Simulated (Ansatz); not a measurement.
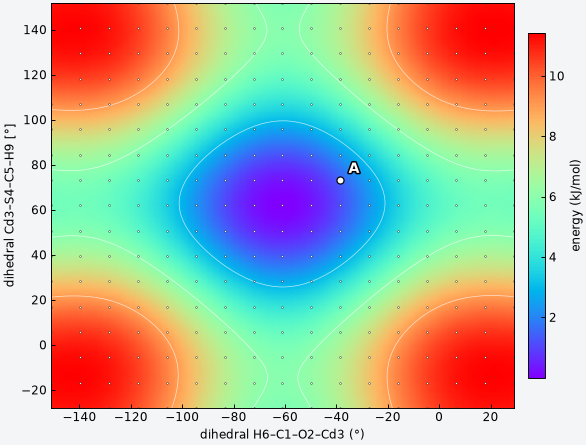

C2H6CdOS, SMILES C[O][Cd][S]C. 
- The first coordinate is: dihedral H6–C1–O2–Cd3; the second: dihedral Cd3–S4–C5–H9.
- Nothing is relaxed (all other coordinates rigid).
- The scan uses a 17 × 17 grid.
- Points are written as (first, second).
- Energies: kJ/mol, counted from the lowest grid point.
- The calculation used Ansatz 0.2.0, RKS PBE-D4/def2-SVP.

The picture shows a smooth colour map with a few white contour lines, dots at the grid points, the point A. Between grid points the surface is interpolated.

Question: Which way does the force act at A, and how strong is it?

Answer: A, at (−38.5°, 73.2°), is not a stationary point. The computed force is 0.092 kJ/mol for each degree towards smaller values of dihedral H6–C1–O2–Cd3 and 0.056 kJ/mol for each degree towards smaller values of dihedral Cd3–S4–C5–H9.
